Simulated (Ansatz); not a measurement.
**HfN: pressure series**

The reference is HfN in the rock salt structure (space group Fm-3m, No. 225; a = 4.548 Å).

Cell and atoms are relaxed at each pressure.

The values are results of PBE, PAW, 420 eV (Ansatz, a program for electronic structure; without spin-orbit coupling), earlier PAW set, not measurements.

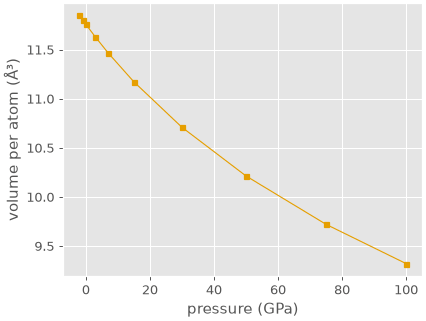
*Volume per atom against pressure*

| pressure (GPa) | volume per atom |
|---|---|
| -2 | 11.85 Å³ |
| -1 | 11.80 Å³ |
| 3 | 11.63 Å³ |
| 7 | 11.47 Å³ |
| 15 | 11.17 Å³ |
| 30 | 10.71 Å³ |
| 50 | 10.21 Å³ |
| 75 | 9.72 Å³ |
| 100 | 9.32 Å³ |

Load acts through the strain it causes; cell and atoms are relaxed under it. No phonon test of stability was made. No other phases were tried under pressure. The final runs are not spin-polarised. An odd electron count without spin: HfN.
